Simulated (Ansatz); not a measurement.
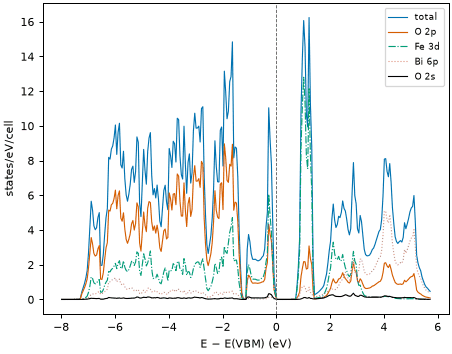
Figure: Total and projected density of states of FeBiO$_{3}$ in space group Amm2 (No. 38; Bi on 2b, Fe on 2a, O on 2b, O on 4d), plane-wave PAW PBEsol (Ansatz code)

**Question.** Which orbitals carry the states next to the gap?

**Answer.** Top 1 eV of the valence band: Fe 3d 52 %, O 2p 41 %. Bottom 1 eV of the conduction band: Fe 3d 76 %, O 2p 16 %, Bi 6p 6 %. Projections are on Löwdin-orthogonalised atomic valence shells; empty p or d shells of many metals are not among them.

**Question.** Where is the tallest occupied peak in this window, and what makes it?

**Answer.** Near -1.6 eV, about 15 states/eV per cell; the largest projected share is O 2p.

The start of the workflow was typed in or built on a structure type; neither database checked (COD, Materials Project) lists it. It is not the phase usual at ambient conditions (space group No. 161). The cell was relaxed with PBEsol under the symmetry of its start, as lowered by the spin order; whether a distortion lowers the energy is not shown. The final state is antiferromagnetic, chosen from 5 collinear starts compared on coarse meshes (ties went to the first, and starts can fall back to one state), not a proven ground state. No Hubbard U is applied. Spin–orbit coupling is left out wherever it is not named.

Potentials: the later of the program's two PAW sets.
